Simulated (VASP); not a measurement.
# MnCuO2 (Crednerite): structure and properties in VASP, part 6 of 11

Aim: relax MnCuO2 (Crednerite) with PBEsol + U, compute its properties on that cell and hold them against experiment. The start is a cell from a database of measured crystal structures.

VASP 6.6.1; PBEsol, DFT+U (Cu d 5 eV, Mn d 4 eV), spin-polarised from a ferromagnetic start; plane waves and PAW (Mn_pv, Cu, O).

Still holding for the runs below: The cell holds one magnetic atom, so no antiferromagnetic order fits into it.

So far, gap on the k-mesh (eV): 0.405 in steps 2, 3 and 4.

The database entry behind the starting cell differs from later determinations by our own check (a about 1 % short, old inner coordinates), so it need not match the best structure at ambient conditions.

## Step 6: Total and projected DOS (PBEsol + U)

Here the states are counted by energy and projected on the atoms. The mesh is finer than in the run before.

INCAR

```
SYSTEM = MnCuO2
PREC = Accurate
ENCUT = 520
EDIFF = 1E-06
NELM = 100
ISMEAR = -5
SIGMA = 0.05
LREAL = .FALSE.
ALGO = Normal
GGA = PS
NBANDS = 34
ISPIN = 2
MAGMOM = 3.909 -0.005 -0.017 -0.017
LDAU = .TRUE.
LDAUTYPE = 2
LDAUL = 2 2 -1
LDAUU = 4 5 0
LDAUJ = 0 0 0
LDAUPRINT = 1
LASPH = .TRUE.
LMAXMIX = 4
LORBIT = 11
LWAVE = .FALSE.
LCHARG = .FALSE.
KPAR = 4
NEDOS = 2001
```

POSCAR

```
MnCuO2
1.0
    2.7926571158     -1.4583286311      0.0299771144
    2.7926571158      1.4583286311      0.0299771144
   -1.4439861849      0.0000000000      5.6408443961
Mn Cu O
1 1 2
Direct
    0.0000000000      0.0000000000      0.0000000000
    0.5000000000      0.5000000000      0.5000000000
    0.4021530575      0.4021530575      0.1806834249
    0.5978469425      0.5978469425      0.8193165751
```

KPOINTS

```
Automatic mesh
0
Gamma
13 13 6
0 0 0
```

Potentials, in the order of the species: Mn_pv, Cu and O (PBE family, release 64).

Command:

```sh
$ mpirun -np 4 vasp_std
```

Output:

```text
[... set-up lines as in an earlier step ...]
 entering main loop
       N       E                     dE             d eps       ncg     rms          rms(c)
DAV:   1     0.365082547491E+03    0.36508E+03   -0.17656E+04 41382   0.144E+03
DAV:   2     0.722080345407E+01   -0.35786E+03   -0.32601E+03 38922   0.374E+02
DAV:   3    -0.289050435960E+02   -0.36126E+02   -0.34838E+02 43218   0.124E+02
DAV:   4    -0.297331019485E+02   -0.82806E+00   -0.82565E+00 43622   0.195E+01
DAV:   5    -0.297502574802E+02   -0.17156E-01   -0.17153E-01 44874   0.295E+00    0.229E+01
DAV:   6    -0.258728289343E+02    0.38774E+01   -0.16765E+01 54782   0.621E+01    0.207E+01
DAV:   7    -0.257646884340E+02    0.10814E+00   -0.28549E+00 44720   0.293E+01    0.116E+01
DAV:   8    -0.257857033361E+02   -0.21015E-01   -0.45636E-01 45944   0.470E+00    0.687E+00
DAV:   9    -0.257598407969E+02    0.25863E-01   -0.57348E-02 57710   0.612E+00    0.117E+00
DAV:  10    -0.257625726883E+02   -0.27319E-02   -0.21271E-02 48090   0.305E+00    0.252E-01
DAV:  11    -0.257629483780E+02   -0.37569E-03   -0.25465E-03 54112   0.597E-01    0.126E-01
DAV:  12    -0.257629987188E+02   -0.50341E-04   -0.35925E-04 53948   0.365E-01    0.780E-02
DAV:  13    -0.257630114595E+02   -0.12741E-04   -0.95789E-05 53404   0.176E-01    0.280E-02
DAV:  14    -0.257630166264E+02   -0.51669E-05   -0.12583E-05 56132   0.645E-02    0.773E-03
DAV:  15    -0.257630168386E+02   -0.21226E-06   -0.10671E-06 28232   0.945E-03
   1 F= -.25763017E+02 E0= -.25763017E+02  d E =0.000000E+00  mag=     4.0000
```

Run time: 2 min. Hardware: 4 MPI ranks of AMD EPYC 9R45, shared host; peak memory 2.7 GiB; 7.9 min of CPU time.

Parts of OUTCAR (step 6):

```text
   k-points           NKPTS =    280   k-points in BZ     NKDIM =    280   number of bands    NBANDS=     34

   NELECT =      36.0000    total number of electrons

atom =   1  type =  1  l = 2

 onsite density matrix

spin component  1

spin component  2

 occupancies and eigenvectors

  o =  0.0371  v =  0.0000  0.0000  0.0000  0.0000  0.0000  0.0000  0.0000  0.9181  0.2676 -0.2922      0.0000  0.0000  0.0000  0.0000  0.0000  0.0000  0.0000  0.0000  0.0000  0.0000
  o =  0.0448  v =  0.0000  0.0000  0.0000  0.0000  0.0000 -0.7988 -0.6016  0.0000  0.0000  0.0000      0.0000  0.0000  0.0000  0.0000  0.0000  0.0000  0.0000  0.0000  0.0000  0.0000
  o =  0.0565  v =  0.0000  0.0000  0.0000  0.0000  0.0000  0.0000  0.0000 -0.3959  0.6515 -0.6471      0.0000  0.0000  0.0000  0.0000  0.0000  0.0000  0.0000  0.0000  0.0000  0.0000
  o =  0.1257  v =  0.0000  0.0000  0.0000  0.0000  0.0000  0.0000  0.0000  0.0172  0.7099  0.7041      0.0000  0.0000  0.0000  0.0000  0.0000  0.0000  0.0000  0.0000  0.0000  0.0000
  o =  0.2494  v =  0.0000  0.0000  0.0000  0.0000  0.0000 -0.6016  0.7988  0.0000  0.0000  0.0000      0.0000  0.0000  0.0000  0.0000  0.0000  0.0000  0.0000  0.0000  0.0000  0.0000
  o =  0.5147  v =  0.5862 -0.8102  0.0000  0.0000  0.0000  0.0000  0.0000  0.0000  0.0000  0.0000      0.0000  0.0000  0.0000  0.0000  0.0000  0.0000  0.0000  0.0000  0.0000  0.0000
  o =  0.9520  v =  0.0000  0.0000  0.8229  0.4826 -0.3000  0.0000  0.0000  0.0000  0.0000  0.0000      0.0000  0.0000  0.0000  0.0000  0.0000  0.0000  0.0000  0.0000  0.0000  0.0000
  o =  0.9531  v = -0.8102 -0.5862  0.0000  0.0000  0.0000  0.0000  0.0000  0.0000  0.0000  0.0000      0.0000  0.0000  0.0000  0.0000  0.0000  0.0000  0.0000  0.0000  0.0000  0.0000
  o =  0.9617  v =  0.0000  0.0000 -0.5593  0.5948 -0.5774  0.0000  0.0000  0.0000  0.0000  0.0000      0.0000  0.0000  0.0000  0.0000  0.0000  0.0000  0.0000  0.0000  0.0000  0.0000
  o =  0.9785  v =  0.0000  0.0000 -0.1002  0.6429  0.7594  0.0000  0.0000  0.0000  0.0000  0.0000      0.0000  0.0000  0.0000  0.0000  0.0000  0.0000  0.0000  0.0000  0.0000  0.0000

atom =   2  type =  2  l = 2

 onsite density matrix

spin component  1

spin component  2

 occupancies and eigenvectors

  o =  0.8699  v =  0.0000  0.0000  0.9978  0.0614  0.0267  0.0000  0.0000  0.0000  0.0000  0.0000      0.0000  0.0000  0.0000  0.0000  0.0000  0.0000  0.0000  0.0000  0.0000  0.0000
  o =  0.8703  v =  0.0000  0.0000  0.0000  0.0000  0.0000  0.0000  0.0000  0.9970  0.0757  0.0135      0.0000  0.0000  0.0000  0.0000  0.0000  0.0000  0.0000  0.0000  0.0000  0.0000
  o =  0.9505  v = -0.8078 -0.5894  0.0000  0.0000  0.0000  0.0000  0.0000  0.0000  0.0000  0.0000      0.0000  0.0000  0.0000  0.0000  0.0000  0.0000  0.0000  0.0000  0.0000  0.0000
  o =  0.9515  v =  0.0000  0.0000  0.0232  0.0571 -0.9981  0.0000  0.0000  0.0000  0.0000  0.0000      0.0000  0.0000  0.0000  0.0000  0.0000  0.0000  0.0000  0.0000  0.0000  0.0000
  o =  0.9524  v =  0.0000  0.0000  0.0000  0.0000  0.0000  0.0000  0.0000  0.0100  0.0458 -0.9989      0.0000  0.0000  0.0000  0.0000  0.0000  0.0000  0.0000  0.0000  0.0000  0.0000
  o =  0.9527  v =  0.0000  0.0000  0.0000  0.0000  0.0000 -0.9989  0.0463  0.0000  0.0000  0.0000      0.0000  0.0000  0.0000  0.0000  0.0000  0.0000  0.0000  0.0000  0.0000  0.0000
  o =  0.9549  v = -0.5894  0.8078  0.0000  0.0000  0.0000  0.0000  0.0000  0.0000  0.0000  0.0000      0.0000  0.0000  0.0000  0.0000  0.0000  0.0000  0.0000  0.0000  0.0000  0.0000
  o =  0.9636  v =  0.0000  0.0000 -0.0628  0.9965  0.0556  0.0000  0.0000  0.0000  0.0000  0.0000      0.0000  0.0000  0.0000  0.0000  0.0000  0.0000  0.0000  0.0000  0.0000  0.0000
  o =  0.9689  v =  0.0000  0.0000  0.0000  0.0000  0.0000  0.0463  0.9989  0.0000  0.0000  0.0000      0.0000  0.0000  0.0000  0.0000  0.0000  0.0000  0.0000  0.0000  0.0000  0.0000
  o =  0.9698  v =  0.0000  0.0000  0.0000  0.0000  0.0000  0.0000  0.0000 -0.0762  0.9961  0.0449      0.0000  0.0000  0.0000  0.0000  0.0000  0.0000  0.0000  0.0000  0.0000  0.0000

 E-fermi :   4.8935

 spin component 1
 k-point     1 :       0.0000    0.0000    0.0000
  band No.  band energies     occupation
    ...
     16       2.0837      1.00000
     17       2.1811      1.00000
     18       2.2832      1.00000
     19       2.3612      1.00000
     20       4.8782      1.00000
     21       6.5818      0.00000
     22       6.9991      0.00000
     23      10.9866      0.00000
     24      12.7770      0.00000
     25      17.7052      0.00000
    ...

 k-point     2 :       0.0769   -0.0000   -0.0000
  band No.  band energies     occupation
    ...
     16       2.0655      1.00000
     17       2.1197      1.00000
     18       2.2543      1.00000
     19       2.5133      1.00000
     20       4.7918      1.00000
     21       6.4216      0.00000
     22       7.1457      0.00000
     23      11.2423      0.00000
     24      12.8716      0.00000
     25      17.8236      0.00000
    ...

  Total       -0.0140179     -0.0042392      0.0061869      0.0000000      0.0000000     -0.0007048
  in kB       -0.4874772     -0.1474200      0.2151532      0.0000000      0.0000000     -0.0245092
  external PRESSURE =      -0.1399147 kB  Pullay stress =       0.0000000 kB

 POSITION                                       TOTAL-FORCE (eV/Angst)
 -----------------------------------------------------------------------------------
      0.00000      0.00000      0.00000        -0.000000     -0.000000      0.000000
      2.07066      0.00000      2.85040         0.000000      0.000000      0.000000
      1.98525      0.00000      1.04332        -0.000362      0.000000     -0.002631
      2.15608      0.00000      4.65748         0.000362      0.000000      0.002631
 -----------------------------------------------------------------------------------
    total drift:                                0.000000     -0.000000      0.000000

  FREE ENERGIE OF THE ION-ELECTRON SYSTEM (eV)
  ---------------------------------------------------
  free  energy   TOTEN  =       -25.7630168386 eV

  energy  without entropy=      -25.7630168386  energy(sigma->0) =      -25.76301684

[... 13 parts as in an earlier step ...]

[... 13 further parts left out ...]
```

This step gave:

```
irreducible k-points           : 280
Fermi energy                   : 4.894 eV
pressure                       : -0.01399 GPa
conduction bottom at k         : -0.1538, 0.1538, 0.5
least direct gap at k          : 0.4615, 0.1538, 0.5
gap on the k-mesh              : 0.3609 eV
least direct gap on the k-mesh : 1.129 eV
```

The density of states has structure finer than the step of the table below, so its rows give means over 2 eV, whole bins alone (the curve runs from -12.0 to 8.35 eV). Peaks (eV: height): total up -3.3: 4.92, -3.0: 4.90, -2.7: 4.45, -2.6: 4.31; total down -3.1: 4.02, -2.0: 5.25, 3.4: 5.38, 4.1: 4.16; Cu d up -4.6: 0.604, -3.0: 3.24, -2.7: 3.44, -2.6: 3.19; Cu d down -3.1: 3.24, -2.7: 3.27, -2.3: 2.73, -2.0: 3.30; Mn d up -4.3: 1.46, -4.0: 2.08, -3.4: 1.18, 0.8: 1.20.

States under -12.0 eV and over 8.3 eV are left out. Density of states against energy, zero at the valence-band top; means over each step; 7 of 17 lines; values in states/eV/cell:

| energy (eV) | total up | total down | Cu d up | Cu d down | Mn d up | Mn d down | O p up |
| --- | --- | --- | --- | --- | --- | --- | --- |
| -10 | 0 | 0 | 0 | 0 | 0 | 0 | 0 |
| -8 | 0.551 | 0.0502 | 0.0376 | 0.00773 | 0.166 | 0.00241 | 0.181 |
| -6 | 1.77 | 1.36 | 0.115 | 0.190 | 0.683 | 0.0805 | 0.562 |
| -4 | 2.58 | 2.04 | 0.818 | 0.691 | 0.937 | 0.102 | 0.458 |
| -2 | 2.19 | 1.93 | 1.24 | 1.37 | 0.272 | 0.0457 | 0.388 |
| 0 | 0.769 | 0.143 | 0.145 | 0.0945 | 0.267 | 0.00471 | 0.223 |
| 2 | 0.201 | 0.790 | 0.0187 | 0.0417 | 0.0789 | 0.506 | 0.0642 |
| 4 | 0.463 | 2.22 | 0.0640 | 0.0534 | 0.0133 | 1.56 | 0.0874 |
| 6 | 0.262 | 0.187 | 0.0206 | 0.0158 | 0.00395 | 0.0130 | 0.0283 |

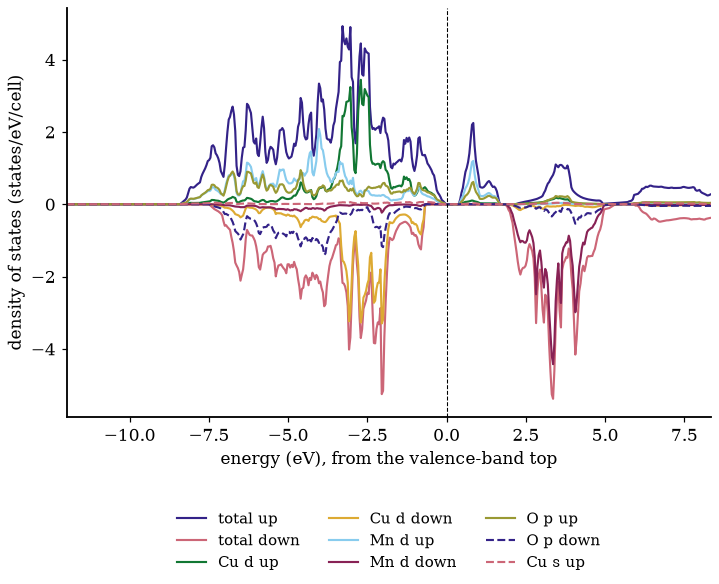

Density of states against energy. Down spins are drawn negative.

The gap on this mesh is 0.36 eV. In the top eV of the valence band the largest shares in the PAW spheres are Cu d 38 %, O p 26 % and Mn d 17 %; in the lowest eV of the conduction band, Mn d 51 %, O p 28 % and Cu d 5 %. The rest lies in smaller channels or between the spheres.

(Continued in part 7 of 11.)

[Lines on the potential files, build, host, timing and source positions are cut from VASP's logs without a mark.]

[Logs are printed without paths, hosts, clocks, repeated set-up lines and the standing remarks that a program may print on its own settings, such as how far it seeks lower states.]

[Hosts, paths, dates, database ids (printed as entryN), source tags and the programs' standing remarks are cut or masked in the printed files.]

[Measured values are set beside computed ones only where the two were judged alike; some that the calculation misses by far are left out.]
